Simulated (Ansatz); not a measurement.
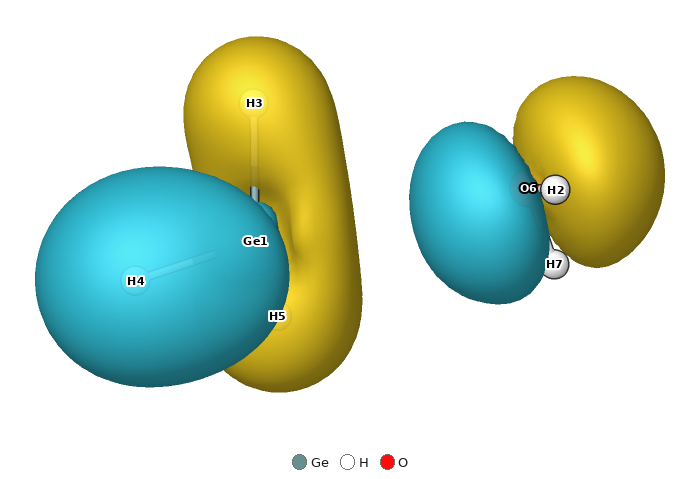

*GeH3···H2O (doublet). The HOMO (β) at ±0.08 Å⁻³ᐟ² (yellow and cyan are the two phases), seen at a tilt.*

All numbers below come from UKS PBE0-D4/def2-TZVP in Ansatz 0.2.0.

```xyz
7

Ge   -0.1928    0.2481   -0.2331
H     0.1396    0.4302    3.0967
H     1.3352    0.0959   -0.1679
H    -0.6171    0.9307   -1.5541
H    -0.9004   -1.1122   -0.0948
O     0.2679   -0.4650    2.7733
H    -0.5452   -0.9288    2.9884
```

Q: Where does this orbital lie, and at what energy?

A: It lies mainly on O6 (about 40 %), Ge1 (about 25 %), H4 (about 20 %) and H5 (about 5 %). Its energy is −8.93 eV.
